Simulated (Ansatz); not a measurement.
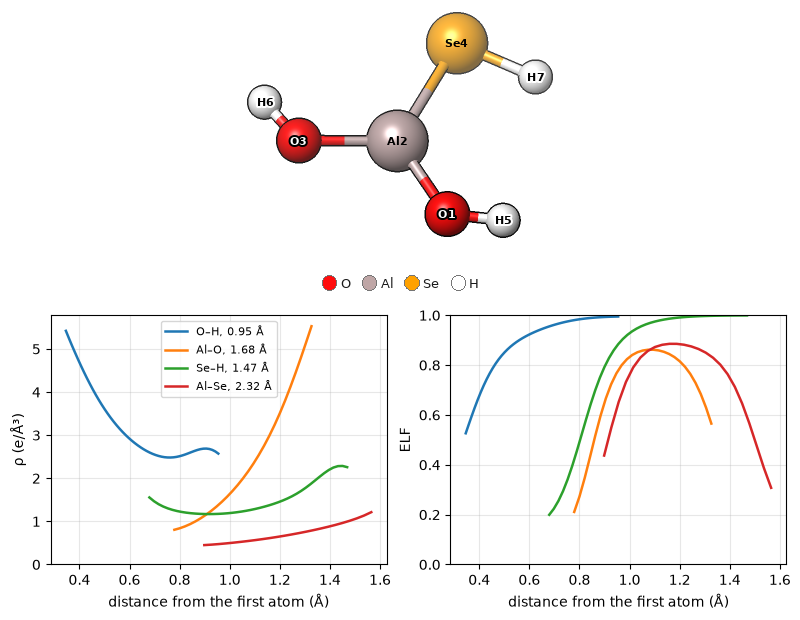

Figure. AlH3O2Se. Electron density and ELF along straight lines between neighbouring atoms. The curves leave out the atomic cores. The structure is drawn too.

Geometry: PBE0-D4/def2-TZVP.

Theory: RKS PBE0-D4/def2-TZVPP (Ansatz).

Input file:

```
crystal:
  periodic: [false, false, false]
  atoms:
    - {symbol: O, position_ang: [-1.189063, 1.089069, 0.514330]}
    - {symbol: Al, position_ang: [0.125701, 0.056282, 0.305666]}
    - {symbol: O, position_ang: [1.194216, -0.087639, 1.599652]}
    - {symbol: Se, position_ang: [0.510006, -1.144160, -1.640428]}
    - {symbol: H, position_ang: [-1.858594, 1.249671, -0.146630]}
    - {symbol: H, position_ang: [1.972710, -0.640120, 1.596462]}
    - {symbol: H, position_ang: [-0.693775, -0.591105, -2.274651]}
basis:
  gaussian: {orbitals: def2-TZVPP}
hamiltonian: {xc: pbe0, dispersion: d4}
output: {orbitals: {seedname: orbitals}}
```

Launched as:

```sh
ansatz run in.yaml --threads 2 --pin off --events-out ev --progress --plain --max-ram 4352MiB
```

Question: Compare the contacts.

Answer: O–H (0.95 Å): ρ is about 3.8 e/Å³ halfway; the ELF climbs to about 1 towards the hydrogen, as it does in any bond to H; an ordinary covalent bond to hydrogen.
Al–O (1.68 Å): the density is about 0.94 e/Å³ at the midpoint; the ELF peaks at about 0.85 in the valence shell of O, 0.6 Å from its nucleus, and is about 0.45 at the midpoint.
Se–H (1.47 Å): ρ is about 1.3 e/Å³ halfway; the ELF climbs to about 1 towards the hydrogen.
Al–Se (2.32 Å): ρ is about 0.61 e/Å³ halfway; the ELF peaks at about 0.90 between the atoms (a polar covalent bond).
